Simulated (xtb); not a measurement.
InH₃SO₂: geometry relaxation (part 2 of 2)

Continued. System: InH₃SO₂, SMILES [OH][In]([OH])[SH]. Method: GFN1-xTB, GBSA solvent thf (xtb 6.7.1 later snapshot). The starting geometry was optimised with GFN1-xTB.

Geometry of the input (Å):
```
O  -0.0436  1.8420  -0.9000
In 0.0299  0.0699  0.0075
O  -1.1076  -1.2904  -0.8738
S  1.2961  -0.4854  1.9351
H  0.5033  2.5125  -0.4838
H  -1.5523  -0.9085  -1.6362
H  0.8741  -1.7401  1.9512
```

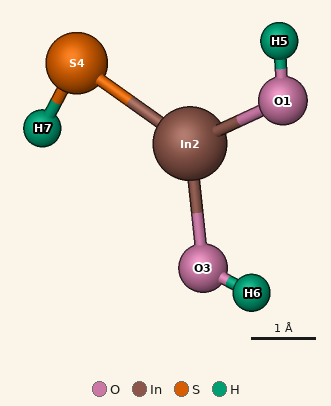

Figure 1. The geometry at step 3 of the log (ball-and-stick view, seen at a tilt; atoms are numbered from 1 in the order of the input).

The program's output, continued:
```
........................................................................
.............................. CYCLE    5 ..............................
........................................................................

 iter      E             dE          RMSdq      gap      omega  full diag
   1    -16.3407091 -0.163407E+02  0.142E-02    4.23       0.0  T
   2    -16.3407106 -0.153114E-05  0.538E-03    4.23       7.0  T
   3    -16.3407107 -0.644004E-07  0.260E-03    4.23      14.5  T
   4    -16.3407107 -0.124641E-08  0.928E-04    4.23      40.7  T
   5    -16.3407107 -0.774822E-09  0.111E-04    4.23     340.7  T
   6    -16.3407107 -0.105977E-10  0.366E-05    4.23    1032.6  T
     SCC iter.                  ...        0 min,  0.001 sec
     gradient                   ...        0 min,  0.002 sec
 * total energy  :   -16.2768162 Eh     change        0.4554737E-05 Eh
   gradient norm :     0.0012108 Eh/α   predicted    -0.5146587E-05 (-212.99%)
   displ. norm   :     0.0242323 α      lambda       -0.1191659E-04
   maximum displ.:     0.0178865 α      in ANC's #7, #4, #2, ...

........................................................................
.............................. CYCLE    6 ..............................
........................................................................

 iter      E             dE          RMSdq      gap      omega  full diag
   1    -16.3406006 -0.163406E+02  0.793E-03    4.22       0.0  T
   2    -16.3406011 -0.456097E-06  0.325E-03    4.21      11.6  T
   3    -16.3406011 -0.360603E-07  0.140E-03    4.21      26.9  T
   4    -16.3406011 -0.340549E-09  0.439E-04    4.21      86.1  T
   5    -16.3406011 -0.744009E-10  0.649E-05    4.21     582.2  T
   6    -16.3406011 -0.478551E-11  0.193E-05    4.21    1962.1  T
     SCC iter.                  ...        0 min,  0.001 sec
     gradient                   ...        0 min,  0.002 sec
 * total energy  :   -16.2768258 Eh     change       -0.9534368E-05 Eh
   gradient norm :     0.0001773 Eh/α   predicted    -0.5960862E-05 ( -37.48%)
   displ. norm   :     0.0098301 α      lambda       -0.5454335E-06
   maximum displ.:     0.0085454 α      in ANC's #2, #4, #7, ...

........................................................................
.............................. CYCLE    7 ..............................
........................................................................

 iter      E             dE          RMSdq      gap      omega  full diag
   1    -16.3405877 -0.163406E+02  0.172E-03    4.21       0.0  T
   2    -16.3405877 -0.195920E-07  0.663E-04    4.21      57.0  T
   3    -16.3405877 -0.239505E-08  0.225E-04    4.21     168.2  T
   4    -16.3405877 -0.997247E-11  0.397E-05    4.21     950.9  T
   5    -16.3405877 -0.365930E-12  0.127E-05    4.21    2968.2  T
     SCC iter.                  ...        0 min,  0.001 sec
     gradient                   ...        0 min,  0.002 sec
 * total energy  :   -16.2768264 Eh     change       -0.6190472E-06 Eh
   gradient norm :     0.0000903 Eh/α   predicted    -0.2730700E-06 ( -55.89%)
   displ. norm   :     0.0089940 α      lambda       -0.2704382E-06
   maximum displ.:     0.0073525 α      in ANC's #2, #4, #7, ...

   *** GEOMETRY OPTIMIZATION CONVERGED AFTER 7 ITERATIONS ***

------------------------------------------------------------------------
 total energy gain   :        -0.0002576 Eh       -0.1616 kcal/mol
 total RMSD          :         0.0615806 a0        0.0326 Å
 total power (kW/mol):        -0.0966067 (step)  -24.1251 (real)
------------------------------------------------------------------------

 ANCopt (total)                0 d,  0 h,  0 min,  0.028 sec
 optimizer setup                ...        0 min,  0.000 sec (  0.198%)
 model hessian                  ...        0 min,  0.000 sec (  0.265%)
 ANC generation                 ...        0 min,  0.000 sec (  0.185%)
 coordinate transformation      ...        0 min,  0.000 sec (  0.109%)
 single point calculation       ...        0 min,  0.027 sec ( 96.654%)
 optimization log               ...        0 min,  0.000 sec (  0.975%)
 hessian update                 ...        0 min,  0.000 sec (  0.076%)
 rational function              ...        0 min,  0.000 sec (  0.917%)

================
 final structure:
================
7
 xtb: 6.7.1
O           -0.03945282914743        1.83824322008311       -0.89281189041787
In           0.03419938201123        0.05833392036722        0.01839061990147
O           -1.12681725394407       -1.27216112536176       -0.90767918583137
S            1.30657704086169       -0.47897519186650        1.94589715753273
H            0.50509426130056        2.50906239090591       -0.47984721743947
H           -1.58428937270002       -0.91954790037241       -1.67328304303648
H            0.90467877161804       -1.73493531375556        1.98932355929098

 Bond Distances (Angstroems)
 ---------------------------
O1-In2=2.0009        O1-H5=0.9576         In2-O1=2.0009        In2-O3=1.9939        In2-S4=2.3713        O3-In2=1.9939
O3-H6=0.9590         S4-In2=2.3713        S4-H7=1.3194         H5-O1=0.9576         H6-O3=0.9590         H7-S4=1.3194
 O  H  Rav=0.9583 sigma=0.0007  Rmin=0.9576  Rmax=0.9590     2
 S  H  Rav=1.3194 sigma=0.0000  Rmin=1.3194  Rmax=1.3194     1
 In O  Rav=1.9974 sigma=0.0035  Rmin=1.9939  Rmax=2.0009     2
 In S  Rav=2.3713 sigma=0.0000  Rmin=2.3713  Rmax=2.3713     1

 selected bond angles (degree)
 --------------------
H5-O1-In2=113.94               O3-In2-O1=111.14               S4-In2-O1=126.26               S4-In2-O3=122.60
H6-O3-In2=113.78               H7-S4-In2= 94.53

 selected dihedral angles (degree)
 ---------------------------------
O3-In2-O1-H5=180.00           S4-In2-O1-H5=  0.00           H6-O3-In2-O1=  0.00           H6-O3-In2-S4=179.99
H7-S4-In2-O1=179.99           H7-S4-In2-O3=  0.00
           -------------------------------------------------
          |                Final Singlepoint                |
           -------------------------------------------------

          ...................................................
          :                      SETUP                      :
          :.................................................:
          :  # basis functions                  34          :
          :  # atomic orbitals                  32          :
          :  # shells                           16          :
          :  # electrons                        24          :
          :  # halogen bonds                     0          :
          :  max. iterations                   250          :
          :  Hamiltonian                  GFN1-xTB          :
          :  restarted?                      false          :
          :  GBSA solvation                   true          :
          :  PC potential                    false          :
          :  electronic temp.          300.0000000     K    :
          :  accuracy                    1.0000000          :
          :  -> integral cutoff          0.2500000E+02      :
          :  -> integral neglect         0.1000000E-07      :
          :  -> SCF convergence          0.1000000E-05 Eh   :
          :  -> wf. convergence          0.2000000E-04 e    :
          :  Broyden damping             0.4000000          :
          :  net charge                          0          :
          :  unpaired electrons                  0          :
          ...................................................

 iter      E             dE          RMSdq      gap      omega  full diag
   1    -16.3405877 -0.163406E+02  0.149E-06    4.21       0.0  T
   2    -16.3405877  0.355271E-13  0.713E-07    4.21   53013.2  T
   3    -16.3405877 -0.284217E-13  0.245E-07    4.21  100000.0  T

   *** convergence criteria satisfied after 3 iterations ***

         #    Occupation            Energy/Eh            Energy/eV
      -------------------------------------------------------------
         1        2.0000           -0.8647902             -23.5321
       ...           ...                  ...                  ...
         6        2.0000           -0.5295947             -14.4110
         7        2.0000           -0.5159859             -14.0407
         8        2.0000           -0.4738931             -12.8953
         9        2.0000           -0.4683190             -12.7436
        10        2.0000           -0.4586111             -12.4794
        11        2.0000           -0.4503162             -12.2537
        12        2.0000           -0.4233753             -11.5206 (HOMO)
        13                         -0.2685466              -7.3075 (LUMO)
        14                         -0.1529687              -4.1625
        15                         -0.1316845              -3.5833
        16                         -0.1312249              -3.5708
        17                         -0.1242620              -3.3813
       ...                                ...                  ...
        32                          0.6820761              18.5602
      -------------------------------------------------------------
                  HL-Gap            0.1548287 Eh            4.2131 eV
             Fermi-level           -0.3459610 Eh           -9.4141 eV

 SCC (total)                   0 d,  0 h,  0 min,  0.004 sec
 SCC setup                      ...        0 min,  0.001 sec ( 16.364%)
 Dispersion                     ...        0 min,  0.000 sec (  0.262%)
 classical contributions        ...        0 min,  0.000 sec (  0.114%)
 integral evaluation            ...        0 min,  0.001 sec ( 26.900%)
 iterations                     ...        0 min,  0.000 sec ( 11.514%)
 molecular gradient             ...        0 min,  0.002 sec ( 42.422%)
 printout                       ...        0 min,  0.000 sec (  2.132%)

         :::::::::::::::::::::::::::::::::::::::::::::::::::::
         ::                     SUMMARY                     ::
         :::::::::::::::::::::::::::::::::::::::::::::::::::::
         :: total energy             -16.276826397190 Eh    ::
         :: w/o Gsasa/hb/shift       -16.265273735672 Eh    ::
         :: gradient norm              0.000090348761 Eh/a0 ::
         :: HOMO-LUMO gap              4.213104355485 eV    ::
         ::.................................................::
         :: SCC energy               -16.340587679165 Eh    ::
         :: -> electrostatic           0.128456978431 Eh    ::
         :: -> Gsolv                  -0.024115300828 Eh    ::
         ::    -> Gelec               -0.012562639310 Eh    ::
         ::    -> Gsasa               -0.007249428028 Eh    ::
         ::    -> Ghb                 -0.007151942399 Eh    ::
         ::    -> Gshift               0.002848708909 Eh    ::
         :: repulsion energy           0.065602717057 Eh    ::
         :: dispersion energy         -0.001841435081 Eh    ::
         :: halogen bond corr.         0.000000000000 Eh    ::
         :: add. restraining           0.000000000000 Eh    ::
         :: total charge               0.000000000000 e     ::
         :::::::::::::::::::::::::::::::::::::::::::::::::::::

           -------------------------------------------------
          |                Property Printout                |
           -------------------------------------------------

    * Orbital Energies and Occupations

         #    Occupation            Energy/Eh            Energy/eV
      -------------------------------------------------------------
         1        2.0000           -0.8647902             -23.5321
         2        2.0000           -0.7367734             -20.0486
         3        2.0000           -0.7162779             -19.4909
         4        2.0000           -0.6304302             -17.1549
         5        2.0000           -0.5458983             -14.8546
         6        2.0000           -0.5295947             -14.4110
         7        2.0000           -0.5159859             -14.0407
         8        2.0000           -0.4738931             -12.8953
         9        2.0000           -0.4683190             -12.7436
        10        2.0000           -0.4586111             -12.4794
        11        2.0000           -0.4503162             -12.2537
        12        2.0000           -0.4233753             -11.5206 (HOMO)
        13                         -0.2685466              -7.3075 (LUMO)
        14                         -0.1529687              -4.1625
        15                         -0.1316845              -3.5833
        16                         -0.1312249              -3.5708
        17                         -0.1242620              -3.3813
        18                         -0.1161535              -3.1607
        19                         -0.0976910              -2.6583
        20                         -0.0722001              -1.9647
        21                         -0.0459233              -1.2496
        22                         -0.0413385              -1.1249
        23                         -0.0320169              -0.8712
       ...                                ...                  ...
        32                          0.6820761              18.5602
      -------------------------------------------------------------
                  HL-Gap            0.1548287 Eh            4.2131 eV
             Fermi-level           -0.3459610 Eh           -9.4141 eV

  Mulliken/CM5 charges         n(s)   n(p)   n(d)
     1     -0.65825 -0.87805   1.679  4.979  0.000
     2      0.58047  0.69435   1.416  0.833  0.170
     3     -0.65767 -0.87754   1.678  4.980  0.000
     4     -0.16112 -0.25510   1.902  4.264 -0.005
     5      0.35353  0.52748   0.646  0.000  0.000
     6      0.35742  0.53130   0.643  0.000  0.000
     7      0.18562  0.25756   0.814  0.000  0.000

Wiberg/Mayer (AO) data.
largest (>0.10) Wiberg bond orders for each atom

 ---------------------------------------------------------------------------
     #   Z sym  total        # sym  WBO       # sym  WBO       # sym  WBO
 ---------------------------------------------------------------------------
     1   8      1.957 --     5      0.862     2      0.796     4      0.192
                             3      0.105
     2  49      2.559 --     4      0.913     3      0.812     1      0.796
     3   8      1.962 --     6      0.861     2      0.812     4      0.180
                             1      0.105
     4  16      2.240 --     7      0.946     2      0.913     1      0.192
                             3      0.180
     5   1      0.880 --     1      0.862
     6   1      0.875 --     3      0.861
     7   1      0.968 --     4      0.946
 ---------------------------------------------------------------------------

Topologies differ in total number of bonds
Writing topology from bond orders to xtbtopo.mol

 dipole moment from electron density (au)
     X       Y       Z
   0.6581   0.1865   0.7849  total (Debye):    2.646

           -------------------------------------------------
          |                Geometry Summary                 |
           -------------------------------------------------

      molecular mass/u    :      181.9055061
   center of mass at/Å    :        0.1483534       0.0013741       0.1953457
  moments of inertia/u·Å² :        0.9683258E+02   0.2234139E+03   0.3202465E+03
rotational constants/cm⁻¹ :        0.1740905E+00   0.7545472E-01   0.5263956E-01

 * 6 selected distances

     #   Z          #   Z                                           value/Å
     1   8          2  49                                         2.0009479
     2  49          3   8                                         1.9939365
     2  49          4  16                                         2.3712715 (max)
     1   8          5   1                                         0.9576377 (min)
     3   8          6   1                                         0.9590445
     4  16          7   1                                         1.3194106

 * 4 distinct bonds (by element types)

   Z      Z             #   av. dist./Å        max./Å        min./Å
   1 H    8 O           2     0.9583411     0.9590445     0.9576377
   1 H   16 S           1     1.3194106     1.3194106     1.3194106
   8 O   49 In          2     1.9974422     2.0009479     1.9939365
  16 S   49 In          1     2.3712715     2.3712715     2.3712715

optimized geometry written to: xtbopt.xyz

           -------------------------------------------------
          | TOTAL ENERGY              -16.276826397190 Eh   |
          | GRADIENT NORM               0.000090348761 Eh/α |
          | HOMO-LUMO GAP               4.213104355485 eV   |
           -------------------------------------------------

------------------------------------------------------------------------
------------------------------------------------------------------------
 total:
 *  cpu-time:     0 d,  0 h,  0 min,  0.041 sec
 * ratio c/w:     1.000 speedup
 SCF:
 *  cpu-time:     0 d,  0 h,  0 min,  0.005 sec
 * ratio c/w:     0.999 speedup
 ANC optimizer:
 *  cpu-time:     0 d,  0 h,  0 min,  0.032 sec
 * ratio c/w:     1.000 speedup
```

File xtbopt.xyz:
```
7
 energy: -16.276826397190 gnorm: 0.000090348761 xtb: 6.7.1
O           -0.03945282914743        1.83824322008311       -0.89281189041787
In           0.03419938201123        0.05833392036722        0.01839061990147
O           -1.12681725394407       -1.27216112536176       -0.90767918583137
S            1.30657704086169       -0.47897519186650        1.94589715753273
H            0.50509426130056        2.50906239090591       -0.47984721743947
H           -1.58428937270002       -0.91954790037241       -1.67328304303648
H            0.90467877161804       -1.73493531375556        1.98932355929098
```

Standard error:
```
normal termination of xtb
```

Trajectory as extended XYZ (Å, eV, eV/Å), 7 frames, from step=0 to step=6:
```
7
Properties=species:S:1:pos:R:3 step=0 energy=-442.90800
O    -0.0436    1.8420   -0.9000
In    0.0299    0.0699    0.0075
O    -1.1076   -1.2904   -0.8738
S     1.2961   -0.4854    1.9351
H     0.5033    2.5125   -0.4838
H    -1.5523   -0.9085   -1.6362
H     0.8741   -1.7401    1.9512
7
Properties=species:S:1:pos:R:3 step=1 energy=-442.91312
O    -0.0447    1.8368   -0.8990
In    0.0400    0.0668    0.0222
O    -1.1140   -1.2751   -0.8893
S     1.2992   -0.4866    1.9397
H     0.4988    2.5115   -0.4893
H    -1.5671   -0.9114   -1.6545
H     0.8877   -1.7420    1.9701
7
Properties=species:S:1:pos:R:3 step=2 energy=-442.91224
O    -0.0445    1.8367   -0.8988
In    0.0418    0.0628    0.0264
O    -1.1266   -1.2628   -0.9115
S     1.3182   -0.4898    1.9663
H     0.4967    2.5128   -0.4927
H    -1.5883   -0.9189   -1.6789
H     0.9025   -1.7408    1.9891
7
Properties=species:S:1:pos:R:3 step=3 energy=-442.91486
O    -0.0425    1.8393   -0.8974
In    0.0377    0.0633    0.0207
O    -1.1230   -1.2700   -0.9035
S     1.3061   -0.4870    1.9489
H     0.5002    2.5140   -0.4886
H    -1.5802   -0.9169   -1.6692
H     0.9018   -1.7427    1.9890
7
Properties=species:S:1:pos:R:3 step=4 energy=-442.91473
O    -0.0400    1.8353   -0.8921
In    0.0365    0.0566    0.0221
O    -1.1247   -1.2729   -0.9045
S     1.3077   -0.4790    1.9474
H     0.5031    2.5098   -0.4829
H    -1.5806   -0.9170   -1.6696
H     0.8981   -1.7329    1.9796
7
Properties=species:S:1:pos:R:3 step=5 energy=-442.91499
O    -0.0399    1.8381   -0.8934
In    0.0351    0.0588    0.0194
O    -1.1259   -1.2718   -0.9065
S     1.3066   -0.4806    1.9466
H     0.5038    2.5106   -0.4823
H    -1.5831   -0.9187   -1.6721
H     0.9034   -1.7363    1.9882
7
Properties=species:S:1:pos:R:3 step=6 energy=-442.91501
O    -0.0394    1.8382   -0.8928
In    0.0342    0.0583    0.0184
O    -1.1268   -1.2722   -0.9077
S     1.3066   -0.4790    1.9459
H     0.5051    2.5091   -0.4798
H    -1.5843   -0.9195   -1.6733
H     0.9047   -1.7349    1.9893
```

Results in brief:

| quantity | value |
| --- | --- |
| outcome | converged |
| electrons treated | 24 |
| total energy | −16.276826 hartree |
| dispersion energy | −0.001841 hartree |
| solvation energy | −0.024115 hartree |
| basis functions | 34 |
| HOMO | −11.52 eV |
| LUMO | −7.31 eV |
| dipole moment | 2.65 D |
| hardware | 1 thread of Arm Neoverse V2, 24 GiB of memory available, shared host |
| peak memory | 0.072 GiB |
